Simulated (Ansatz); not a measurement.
# Rh: a line through an energy map

One line of a two-coordinate grid on Rh (P6_3/mmc, No. 194; 2 atoms in the cell): c/a of the conventional cell is varied, at volume per atom = 14.10 Å³.

This is Rh in the hcp structure; at room conditions it is fcc.

Program: Ansatz 0.2.0. Level of theory: DFT PBEsol, scalar-relativistic, plane waves, PAW. These are calculated values, not measurements.

16 further runs of the same task are left out: 16 set aside as unsound or not needed.

**1. The starting structure**

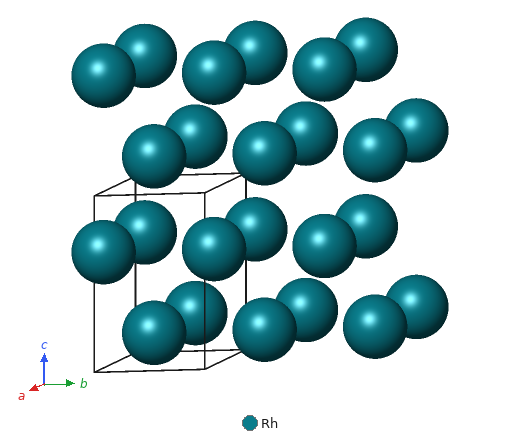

Start, viewed slightly off an axis; rhodium blue. 2×3×2 cells are drawn.

Coordinates:

```cif
data_structure
_symmetry_space_group_name_H-M 'P 1'
_symmetry_Int_Tables_number 1
_cell_length_a 2.6888
_cell_length_b 2.6888
_cell_length_c 4.3294
_cell_angle_alpha 90.000
_cell_angle_beta 90.000
_cell_angle_gamma 120.000
_cell_volume 27.11
loop_
_atom_site_label
_atom_site_type_symbol
_atom_site_fract_x
_atom_site_fract_y
_atom_site_fract_z
_atom_site_occupancy
Rh1 Rh 0.66667 0.33333 0.75000 1
Rh2 Rh 0.33333 0.66667 0.25000 1
```

It goes back to an entry of the Materials Project, which need not be the stable form.

This cell was relaxed beforehand with the same method: volume 13.55 Å³/atom, gap on the mesh none (metal).

**2. The scan**

The energy is mapped over volume and the cell's shape.

- volume per atom: 7 values from 11.93 to 15.18 Å³
- c/a of the conventional cell: 7 values from 1.427 to 1.817

Nothing else is relaxed (symmetry fixes all fractional coordinates). Energies count from the relaxed crystal. Points are written as (first, second).

**3. Grid point (14.10 Å³, 1.486)**

The input, input.yaml:

```yaml
crystal:
  lattice:
    - [2.7981970883, 0.0, 0.0]
    - [-1.3990985441, 2.4233097632, 0.0]
    - [0.0, 0.0, 4.1575612338]
  atoms:
    - { symbol: Rh, position: [0.6666666667, 0.3333333333, 0.75] }
    - { symbol: Rh, position: [0.3333333333, 0.6666666667, 0.25] }
basis:
  ecutwfc: 420
kpoints:
  mp_grid: { grid: [21, 21, 12] }
hamiltonian:
  xc: pbesol
  pseudopotentials: { kind: paw, azcp: { folder: soft_1 } }
scf:
  occupations: { method: gaussian, width: 0.15 }
output:
  forces: true
  stress: true
  eigenvalues: true
```

Command:

```console
> ansatz run input.yaml --threads 1 --pin off --max-ram 2048MiB --backend cpu --events-out ev --progress --plain --runs-dir out
```

Standard output, shortened:

```text
Warning: <dir> the record states the generating functional pbe (its physics header spells it `PBE`), which answers neither for hamiltonian.xc's functional nor for the pbesol family's — results may be inconsistent (PPs are generated against a specific XC)
Warning: RAYON_NUM_THREADS=1 ignored (pool sized by the plan → 1); use --threads N
[...]
Pseudopotentials: kind: paw
Pseudopotential: Rh, paw, valence charge 17, recommended cutoff 420 eV (normal), <dir>
Functional definition: PBEsol
[...]
Crystal: 2 atoms, lattice volume = 28.192 Å³
Basis set: ecut = 420 eV, 577 PW (Γ), exchange–correlation on 40×40×60 points (8 copies of the dense FFT grid, shifted against one another)
Bands: 21, of which v1, the nominal top of the filled ones, is band 17 counted from 1 (16 counted from 0)
Symmetry: 24 space group operations
Space group: P63/mmc (ITA 194), of the structure as read, at distance tolerance 3.0e-5 Å
k-points: 336 of 5292
[...]
SCF iter   1: F=—  HF=-12678.536640 eV  |F-HF|=—  |Δ(HF+E_count)|=         —  Δρ=1.16e-1  dr2=3.70e0  ethr=3.10e-3  ⟨swp⟩=4.3  Hψ=26152  notcnv=0
[...]
SCF iter   6: F=-12677.391336 eV  HF=-12677.391337 eV  |F-HF|=1.52e-8  |Δ(HF+E_count)|=   6.41e-7  Δρ=1.33e-5  dr2=2.06e-8  ethr=2.94e-10  ⟨swp⟩=3.0  Hψ=30426  notcnv=0
the search or the solves at the SCF's close seem to have found levels that the self-consistency loop had missed (the run counts 1). By its estimate they hold under 1e-12 electrons; where the run keeps them, the occupations were computed again with them
[...]
SCF converged after 6 iterations
Free energy (F): -12677.391336 eV
[...]
E sigma→0 (E₀):  -12677.370351 eV
Entropy (-TS):   -0.041971 eV (-20.986 meV/atom)
Fermi energy:    21.679443 eV
[...]
--- Forces (eV/Å), atoms counted from 1 ---
  atom   1  Rh    -0.00000000    -0.00000000     0.00000000
  atom   2  Rh     0.00000000     0.00000000     0.00000000
[...]
--- Stress (GPa, compression-positive) ---
      -14.092779       0.000000       0.000000
        0.000000     -14.092779       0.000000
        0.000000       0.000000       4.231599
  P = ⅓ Tr σ = -7.9847 GPa (-79.847 kbar)
--- Band table (eV; the first three rows and the last of 336) ---
  k-point 0: bands = ["-57.1699", "-57.0217", "-25.5142", "-24.8240", "-24.8240", "-24.6786", "-24.6683", "-24.6683", "13.7035", "15.5674", "18.6788", "18.6788", "19.2466", "19.2466", "19.3040", "19.3522", "19.3522", "21.7875", "21.7875", "23.2442", "31.2278"]
[...]
```

It took 20 s on 1 thread of Arm Neoverse N1, shared host; peak memory 0.41 GiB.

On the map this point reads 64 meV/atom.

**4. Point (14.10 Å³, 1.547)**

input.yaml, as its differences from that of step 3:

```diff
@@ -2,5 +2,5 @@
   lattice:
-    - [2.7981970883, 0.0, 0.0]
-    - [-1.3990985441, 2.4233097632, 0.0]
-    - [0.0, 0.0, 4.1575612338]
+    - [2.7609787018, 0.0, 0.0]
+    - [-1.3804893509, 2.3910776951, 0.0]
+    - [0.0, 0.0, 4.2704057581]
   atoms:
@@ -21 +21,5 @@
   eigenvalues: true
+  write_density: true
+  write_potential: true
+  elf: true
+  volumetric_format: npy
```

Command:

```console
> ansatz run input.yaml --threads 1 --pin off --max-ram 2048MiB --backend cpu --events-out ev --progress --plain --runs-dir out
```

Standard output, shortened:

```text
Warning: <dir> the record states the generating functional pbe (its physics header spells it `PBE`), which answers neither for hamiltonian.xc's functional nor for the pbesol family's — results may be inconsistent (PPs are generated against a specific XC)
Warning: RAYON_NUM_THREADS=1 ignored (pool sized by the plan → 1); use --threads N
[...]
Pseudopotentials: kind: paw
Pseudopotential: Rh, paw, valence charge 17, recommended cutoff 420 eV (normal), <dir>
Functional definition: PBEsol
[...]
Crystal: 2 atoms, lattice volume = 28.192 Å³
Basis set: ecut = 420 eV, 561 PW (Γ), exchange–correlation on 40×40×60 points (8 copies of the dense FFT grid, shifted against one another)
Bands: 21, of which v1, the nominal top of the filled ones, is band 17 counted from 1 (16 counted from 0)
Symmetry: 24 space group operations
Space group: P63/mmc (ITA 194), of the structure as read, at distance tolerance 3.0e-5 Å
k-points: 336 of 5292
[...]
SCF iter   1: F=—  HF=-12678.625848 eV  |F-HF|=—  |Δ(HF+E_count)|=         —  Δρ=1.17e-1  dr2=3.78e0  ethr=3.10e-3  ⟨swp⟩=4.3  Hψ=26265  notcnv=0
[...]
SCF iter   7: F=-12677.458070 eV  HF=-12677.458070 eV  |F-HF|=8.86e-10  |Δ(HF+E_count)|=   4.06e-8  Δρ=3.06e-6  dr2=1.11e-9  ethr=2.94e-10  ⟨swp⟩=7.0  Hψ=39720  notcnv=0
[...]
SCF converged after 7 iterations
Free energy (F): -12677.458070 eV
[...]
E sigma→0 (E₀):  -12677.437944 eV
Entropy (-TS):   -0.040250 eV (-20.125 meV/atom)
Fermi energy:    21.674874 eV
[...]
--- Forces (eV/Å), atoms counted from 1 ---
  atom   1  Rh    -0.00000000    -0.00000000     0.00000000
  atom   2  Rh     0.00000000     0.00000000    -0.00000000
[...]
--- Stress (GPa, compression-positive) ---
      -12.846177       0.000000       0.000000
        0.000000     -12.846177      -0.000000
        0.000000      -0.000000      -2.974181
  P = ⅓ Tr σ = -9.5555 GPa (-95.555 kbar)
--- Band table (eV; the first three rows and the last of 336) ---
  k-point 0: bands = ["-57.1706", "-57.0433", "-25.4573", "-24.8027", "-24.8027", "-24.6874", "-24.6759", "-24.6759", "13.6967", "15.5944", "18.7009", "18.7009", "18.9881", "19.2938", "19.2938", "19.5065", "19.5065", "21.7810", "21.7810", "22.7852", "30.6333"]
[...]
```

It took 21 s on 1 thread of Arm Neoverse N1, shared host; peak memory 0.4 GiB.

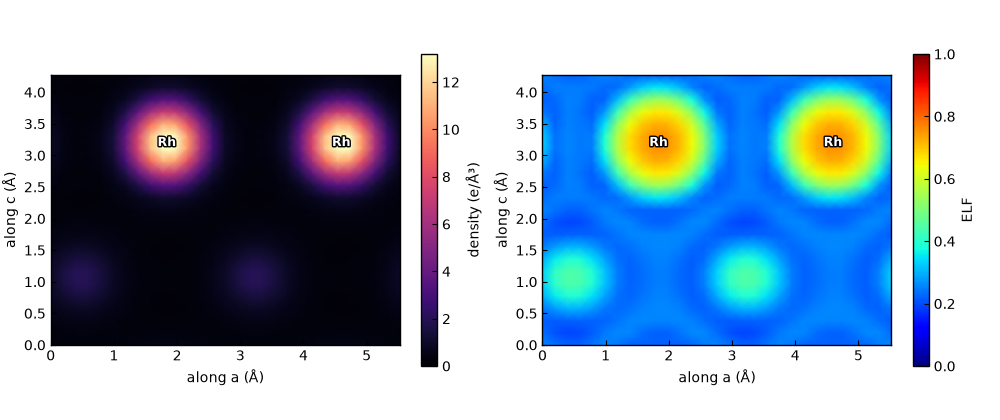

Density (left) and ELF (right) in a lattice plane of the grid's cell (edges 2.76 and 4.27 Å, at 0.333 of the third edge), which holds Rh. Only atoms in the plane are labelled. Both are smooth fields of the valence electrons: close to the nuclei they are not physical.

Energy on the map's scale: 30 meV/atom.

**5. Changed: mp_grid.grid [32, 32, 18], xc pbe, hubbard.sites [{species: Rh, l: d, u_eff: 5.0}], hubbard.double_counting amf, ecutwfc left out**

The input, input.yaml:

```yaml
crystal:
  lattice:
    - [2.7609787018, 0.0, 0.0]
    - [-1.3804893509, 2.3910776951, 0.0]
    - [0.0, 0.0, 4.2704057581]
  atoms:
    - { symbol: Rh, position: [0.6666666667, 0.3333333333, 0.75] }
    - { symbol: Rh, position: [0.3333333333, 0.6666666667, 0.25] }
kpoints:
  mp_grid: { grid: [32, 32, 18] }
hamiltonian:
  xc: pbe
  pseudopotentials: { kind: paw, azcp: { folder: soft_1 } }
  hubbard: { sites: [{ species: Rh, l: d, u_eff: 5.0 }], double_counting: amf }
scf:
  occupations: { method: gaussian, width: 0.15 }
output:
  forces: true
  eigenvalues: true
  stress: true
```

Command:

```console
> ansatz run input.yaml --threads 1 --pin off --max-ram 2048MiB --backend cpu --events-out ev --progress --plain --runs-dir out
```

Standard output, shortened:

```text
Warning: RAYON_NUM_THREADS=1 ignored (pool sized by the plan → 1); use --threads N
Rh: projections on atomic orbitals take those of the free atom [Ar 3d10] 4s2 4p6 4d8 5s1, of charge +0.00 (hamiltonian.pseudopotentials.projection_atoms); the dataset's partial waves leave at most 8.6e-6 of an orbital's norm unspanned inside its sphere
[...]
Pseudopotentials: kind: paw
Pseudopotential: Rh, paw, valence charge 17, recommended cutoff 420 eV (normal), <dir>
Functional definition: PBE
[...]
Crystal: 2 atoms, lattice volume = 28.192 Å³
Basis set: ecut = 420 eV, 561 PW (Γ), exchange–correlation on 40×40×60 points (8 copies of the dense FFT grid, shifted against one another)
Bands: 21, of which v1, the nominal top of the filled ones, is band 17 counted from 1 (16 counted from 0)
Symmetry: 24 space group operations
Space group: P63/mmc (ITA 194), of the structure as read, at distance tolerance 3.0e-5 Å
k-points: 1020 of 18432
[...]
SCF iter   1: F=—  HF=-12806.703202 eV  |F-HF|=—  |Δ(HF+E_count)|=         —  Δρ=1.06e-1  dr2=3.09e0  ethr=3.10e-3  ⟨swp⟩=4.4  Hψ=79737  notcnv=0
[...]
SCF iter   9: F=-12805.798314 eV  HF=-12805.798314 eV  |F-HF|=9.33e-10  |Δ(HF+E_count)|=   2.87e-8  Δρ=4.84e-6  dr2=3.26e-9  ethr=2.94e-10  ⟨swp⟩=4.1  Hψ=70804  notcnv=0
[...]
SCF converged after 9 iterations
Free energy (F): -12805.798314 eV
[...]
E sigma→0 (E₀):  -12805.778494 eV
Entropy (-TS):   -0.039640 eV (-19.820 meV/atom)
Fermi energy:    21.820361 eV
[...]
DFT+U double counting: amf (around mean field; hamiltonian.hubbard.double_counting)
--- Forces (eV/Å), atoms counted from 1 ---
  atom   1  Rh    -0.00000000    -0.00000000     0.00000000
  atom   2  Rh     0.00000000     0.00000000    -0.00000000
[...]
--- Stress (GPa, compression-positive) ---
       -1.739871       0.000000       0.000000
        0.000000      -1.739871       0.000000
        0.000000      -0.000000       6.340229
  P = ⅓ Tr σ = 0.9535 GPa (9.535 kbar)
--- Band table (eV; the first three rows and the last of 1020) ---
[... band rows left out ...]
[...]
Occupation matrices written to <dir>
```

It took 88 s on 1 thread of Arm Neoverse N1, shared host; peak memory 0.95 GiB.

| run | ending | energy change | pressure (GPa) | gap (eV) | force (eV/Å) | cycles | time |
| --- | --- | --- | --- | --- | --- | --- | --- |
| step 4 | converged | - | -9.6 | 0.00 | 0.00 | 7 | 21 s |
| variant | converged | not comparable | 1.0 | 0.00 | 0.00 | 9 | 88 s |

After a change of functional the difference of the totals has no physical meaning; the pressure goes from -9.6 to 1.0 GPa. The k-point mesh and Hubbard U changed too.

**6. The run at (14.10 Å³, 1.610)**

input.yaml, as its differences from that of step 4:

```diff
@@ -2,5 +2,5 @@
   lattice:
-    - [2.7609787018, 0.0, 0.0]
-    - [-1.3804893509, 2.3910776951, 0.0]
-    - [0.0, 0.0, 4.2704057581]
+    - [2.7242417906, 0.0, 0.0]
+    - [-1.3621208953, 2.3592625967, 0.0]
+    - [0.0, 0.0, 4.3863567769]
   atoms:
@@ -21,5 +21 @@
   eigenvalues: true
-  write_density: true
-  write_potential: true
-  elf: true
-  volumetric_format: npy
```

Command:

```console
> ansatz run input.yaml --threads 1 --pin off --max-ram 2048MiB --backend cpu --events-out ev --progress --plain --runs-dir out
```

Standard output, shortened:

```text
Warning: <dir> the record states the generating functional pbe (its physics header spells it `PBE`), which answers neither for hamiltonian.xc's functional nor for the pbesol family's — results may be inconsistent (PPs are generated against a specific XC)
Warning: RAYON_NUM_THREADS=1 ignored (pool sized by the plan → 1); use --threads N
[...]
Pseudopotentials: kind: paw
Pseudopotential: Rh, paw, valence charge 17, recommended cutoff 420 eV (normal), <dir>
Functional definition: PBEsol
[...]
Crystal: 2 atoms, lattice volume = 28.192 Å³
Basis set: ecut = 420 eV, 549 PW (Γ), exchange–correlation on 40×40×60 points (8 copies of the dense FFT grid, shifted against one another)
Bands: 21, of which v1, the nominal top of the filled ones, is band 17 counted from 1 (16 counted from 0)
Symmetry: 24 space group operations
Space group: P63/mmc (ITA 194), of the structure as read, at distance tolerance 3.0e-5 Å
k-points: 336 of 5292
[...]
SCF iter   1: F=—  HF=-12678.661841 eV  |F-HF|=—  |Δ(HF+E_count)|=         —  Δρ=1.18e-1  dr2=3.82e0  ethr=3.10e-3  ⟨swp⟩=4.4  Hψ=26325  notcnv=0
[...]
SCF iter   7: F=-12677.482398 eV  HF=-12677.482398 eV  |F-HF|=8.79e-10  |Δ(HF+E_count)|=   4.12e-8  Δρ=2.90e-6  dr2=1.12e-9  ethr=2.94e-10  ⟨swp⟩=4.0  Hψ=22988  notcnv=0
the search or the solves at the SCF's close seem to have found levels that the self-consistency loop had missed (the run counts 1). By its estimate they hold under 1e-12 electrons; where the run keeps them, the occupations were computed again with them
[...]
SCF converged after 7 iterations
Free energy (F): -12677.482398 eV
[...]
E sigma→0 (E₀):  -12677.463747 eV
Entropy (-TS):   -0.037302 eV (-18.651 meV/atom)
Fermi energy:    21.655650 eV
[...]
--- Forces (eV/Å), atoms counted from 1 ---
  atom   1  Rh     0.00000000    -0.00000000     0.00000000
  atom   2  Rh     0.00000000     0.00000000     0.00000000
[...]
--- Stress (GPa, compression-positive) ---
      -10.376637       0.000000       0.000000
       -0.000000     -10.376637       0.000000
        0.000000       0.000000     -10.142635
  P = ⅓ Tr σ = -10.2986 GPa (-102.986 kbar)
--- Band table (eV; the first three rows and the last of 336) ---
[... band rows left out ...]
[...]
```

Run time: 19 s. Hardware: 1 thread of Arm Neoverse N1, shared host; peak memory 0.41 GiB.

That is 18 meV/atom from the zero.

**7. Point (14.10 Å³, 1.676)**

input.yaml, as its differences from that of step 6:

```diff
@@ -2,5 +2,5 @@
   lattice:
-    - [2.7242417906, 0.0, 0.0]
-    - [-1.3621208953, 2.3592625967, 0.0]
-    - [0.0, 0.0, 4.3863567769]
+    - [2.6879620917, 0.0, 0.0]
+    - [-1.3439810458, 2.3278434558, 0.0]
+    - [0.0, 0.0, 4.5055620581]
   atoms:
```

Command:

```console
> ansatz run input.yaml --threads 1 --pin off --max-ram 2048MiB --backend cpu --events-out ev --progress --plain --runs-dir out
```

Standard output, shortened:

```text
Warning: <dir> the record states the generating functional pbe (its physics header spells it `PBE`), which answers neither for hamiltonian.xc's functional nor for the pbesol family's — results may be inconsistent (PPs are generated against a specific XC)
Warning: RAYON_NUM_THREADS=1 ignored (pool sized by the plan → 1); use --threads N
[...]
Pseudopotentials: kind: paw
Pseudopotential: Rh, paw, valence charge 17, recommended cutoff 420 eV (normal), <dir>
Functional definition: PBEsol
[...]
Crystal: 2 atoms, lattice volume = 28.192 Å³
Basis set: ecut = 420 eV, 549 PW (Γ), exchange–correlation on 36×36×64 points (8 copies of the dense FFT grid, shifted against one another)
Bands: 21, of which v1, the nominal top of the filled ones, is band 17 counted from 1 (16 counted from 0)
Symmetry: 24 space group operations
Space group: P63/mmc (ITA 194), of the structure as read, at distance tolerance 3.0e-5 Å
k-points: 336 of 5292
[...]
SCF iter   1: F=—  HF=-12678.636742 eV  |F-HF|=—  |Δ(HF+E_count)|=         —  Δρ=1.18e-1  dr2=3.82e0  ethr=3.10e-3  ⟨swp⟩=4.4  Hψ=26342  notcnv=0
[...]
SCF iter   7: F=-12677.460105 eV  HF=-12677.460105 eV  |F-HF|=2.85e-8  |Δ(HF+E_count)|=   6.58e-8  Δρ=1.53e-5  dr2=5.03e-8  ethr=2.94e-10  ⟨swp⟩=4.9  Hψ=27939  notcnv=0
[...]
SCF converged after 7 iterations
Free energy (F): -12677.460105 eV
[...]
E sigma→0 (E₀):  -12677.441425 eV
Entropy (-TS):   -0.037360 eV (-18.680 meV/atom)
Fermi energy:    21.622014 eV
[...]
--- Forces (eV/Å), atoms counted from 1 ---
  atom   1  Rh    -0.00000000    -0.00000000     0.00000000
  atom   2  Rh     0.00000000     0.00000000     0.00000000
[...]
--- Stress (GPa, compression-positive) ---
       -6.863620       0.000000       0.000000
        0.000000      -6.863620       0.000000
        0.000000       0.000000     -16.457474
  P = ⅓ Tr σ = -10.0616 GPa (-100.616 kbar)
--- Band table (eV; the first three rows and the last of 336) ---
  k-point 0: bands = ["-57.1704", "-57.0796", "-25.3253", "-24.7585", "-24.7585", "-24.6922", "-24.6776", "-24.6776", "13.6945", "15.5866", "18.3704", "18.7113", "18.7113", "19.1541", "19.1541", "20.0398", "20.0398", "21.8008", "21.8008", "21.9713", "29.4701"]
[...]
```

Wall time 15 s (1 thread of Arm Neoverse N1, shared host); peak memory 0.41 GiB.

On the map this point reads 29 meV/atom.

**8. Point (14.10 Å³, 1.745)**

input.yaml, as its differences from that of step 7:

```diff
@@ -2,5 +2,5 @@
   lattice:
-    - [2.6879620917, 0.0, 0.0]
-    - [-1.3439810458, 2.3278434558, 0.0]
-    - [0.0, 0.0, 4.5055620581]
+    - [2.6522120108, 0.0, 0.0]
+    - [-1.3261060054, 2.2968829775, 0.0]
+    - [0.0, 0.0, 4.6278447376]
   atoms:
```

Command:

```console
> ansatz run input.yaml --threads 1 --pin off --max-ram 2048MiB --backend cpu --events-out ev --progress --plain --runs-dir out
```

Standard output, shortened:

```text
Warning: <dir> the record states the generating functional pbe (its physics header spells it `PBE`), which answers neither for hamiltonian.xc's functional nor for the pbesol family's — results may be inconsistent (PPs are generated against a specific XC)
Warning: RAYON_NUM_THREADS=1 ignored (pool sized by the plan → 1); use --threads N
[...]
Pseudopotentials: kind: paw
Pseudopotential: Rh, paw, valence charge 17, recommended cutoff 420 eV (normal), <dir>
Functional definition: PBEsol
[...]
Crystal: 2 atoms, lattice volume = 28.192 Å³
Basis set: ecut = 420 eV, 549 PW (Γ), exchange–correlation on 36×36×64 points (8 copies of the dense FFT grid, shifted against one another)
Bands: 21, of which v1, the nominal top of the filled ones, is band 17 counted from 1 (16 counted from 0)
Symmetry: 24 space group operations
Space group: P63/mmc (ITA 194), of the structure as read, at distance tolerance 3.0e-5 Å
k-points: 336 of 5292
[...]
SCF iter   1: F=—  HF=-12678.551040 eV  |F-HF|=—  |Δ(HF+E_count)|=         —  Δρ=1.17e-1  dr2=3.76e0  ethr=3.10e-3  ⟨swp⟩=4.4  Hψ=26448  notcnv=0
[...]
SCF iter   7: F=-12677.391358 eV  HF=-12677.391358 eV  |F-HF|=2.47e-8  |Δ(HF+E_count)|=   6.82e-8  Δρ=1.50e-5  dr2=4.61e-8  ethr=2.94e-10  ⟨swp⟩=5.2  Hψ=28958  notcnv=0
[...]
SCF converged after 7 iterations
Free energy (F): -12677.391358 eV
[...]
E sigma→0 (E₀):  -12677.372950 eV
Entropy (-TS):   -0.036816 eV (-18.408 meV/atom)
Fermi energy:    21.584216 eV
[...]
--- Forces (eV/Å), atoms counted from 1 ---
  atom   1  Rh     0.00000000    -0.00000000    -0.00000000
  atom   2  Rh     0.00000000     0.00000000     0.00000000
[...]
--- Stress (GPa, compression-positive) ---
       -2.239436       0.000000      -0.000000
        0.000000      -2.239436      -0.000000
       -0.000000      -0.000000     -22.033251
  P = ⅓ Tr σ = -8.8374 GPa (-88.374 kbar)
--- Band table (eV; the first three rows and the last of 336) ---
  k-point 0: bands = ["-57.1710", "-57.0956", "-25.2560", "-24.7342", "-24.7342", "-24.6909", "-24.6710", "-24.6710", "13.6990", "15.5488", "18.0743", "18.6989", "18.6989", "19.0745", "19.0745", "20.3046", "20.3046", "21.6148", "21.8273", "21.8273", "28.8976"]
[...]
```

Wall time 16 s (1 thread of Arm Neoverse N1, shared host); peak memory 0.41 GiB.

That is 64 meV/atom from the zero.

**9. The line in numbers**

```
c/a of the conventional cell  step  energy (meV/atom)  slope (meV/atom per unit)  pressure (GPa)
                       1.427     –                116                      −1079           −5.70
                       1.486     3                 64                       −723           −7.99
                       1.547     4                 30                       −374           −9.56
                       1.610     6                 18                         −9          −10.30
                       1.676     7                 29                        336          −10.06
                       1.745     8                 64                        665           −8.84
                       1.817     –                124                       1009           −6.51
```

Energies count from the relaxed crystal. Rows without a step come from runs not printed here or follow by symmetry. Slopes come from the forces (and the stress, where the cell changes), not from differences of energies.

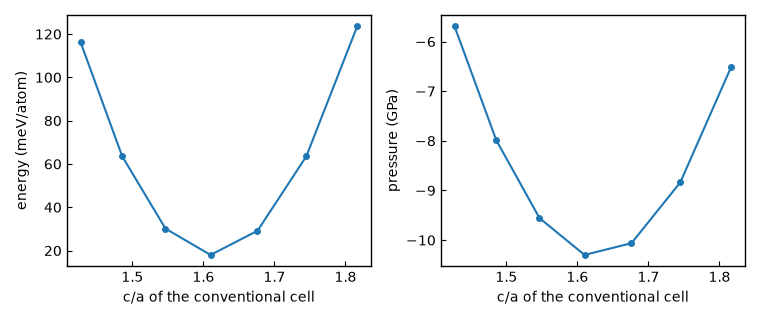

Energy and pressure along the line.

| run | outcome |
| --- | --- |
| step 5, run with mp_grid.grid [32, 32, 18], xc pbe, hubbard.sites [{species: Rh, l: d, u_eff: 5.0}], hubbard.double_counting amf, ecutwfc left out (against step 4) | converged; the pressure goes from -9.6 to 1.0 GPa |

**Reading.** Along the line the energy is lowest at 1.610, 18 meV/atom from the zero. Energies and slopes round the minimum, fitted together, put the minimum at 1.6118, with a curvature of about 5600 meV/atom per (unit)². The highest point computed, at 1.817, lies 106 meV/atom above the lowest. This is one cut through a surface in two coordinates; the map's lowest point lies off it.
